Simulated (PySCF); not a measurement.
Input file:

```
{"job": {"kind": "nmr", "xc": "PBE0", "basis": "pcSseg-1"}, "charge": 0, "multiplicity": 1}
C      2.466476     0.280050     0.472936
C      1.178495     0.562515     0.358034
Si    -0.089077    -0.643661    -0.326669
F      0.212871    -2.129082     0.221115
N     -1.564195    -0.247845     0.459762
C     -2.665462     0.231044     0.130777
H      2.862064    -0.677607     0.175653
H      3.182942     0.980656     0.875235
H      0.832924     1.538819     0.673820
H     -0.044499    -0.799416    -1.776696
H     -2.952769     0.495968    -0.891179
H     -3.418572     0.407874     0.895344
```

Run with:

```sh
OMP_NUM_THREADS=1 python probes_run.py task.json out
```

Geometry: GFN2-xTB.

All numbers below come from PBE0/pcSseg-1, SCF density, gas phase, non-relativistic in PySCF 2.14.0.

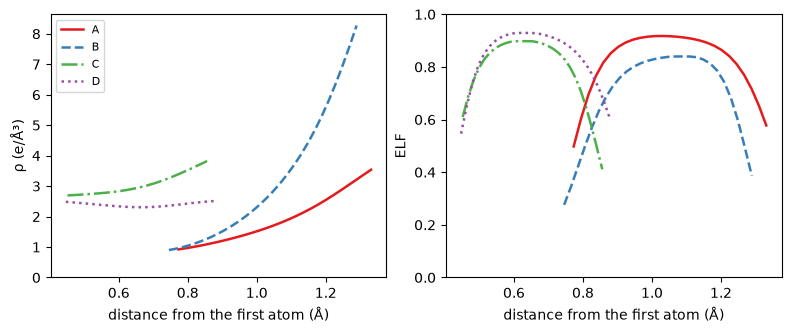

C$_{3}$H$_{6}$FNSi. Total electron density and ELF along straight lines between neighbouring atoms. The curves leave out the atomic cores.

Q: Which curve belongs to which contact (C–C, C–N, Si–F and Si–N)? The first atom named is at distance zero.

A: Curve A: Si–N (1.72 Å): the density is about 1.1 e/Å³ at the midpoint; the ELF peaks at about 0.90 between the atoms, as expected for a shared but strongly polarised pair. Curve B: Si–F (1.61 Å): ρ is about 1.1 e/Å³ halfway; the ELF peaks at about 0.85 in the valence shell of F, 0.5 Å from its nucleus, and is about 0.50 at the midpoint. Curve C: C–N (1.25 Å): the density is about 2.9 e/Å³ at the midpoint; the ELF peaks at about 0.90 between the atoms; a multiple bond. Curve D: C–C (1.32 Å): the density is about 2.3 e/Å³ at the midpoint; the ELF peaks at about 0.95 between the atoms: a multiple bond.
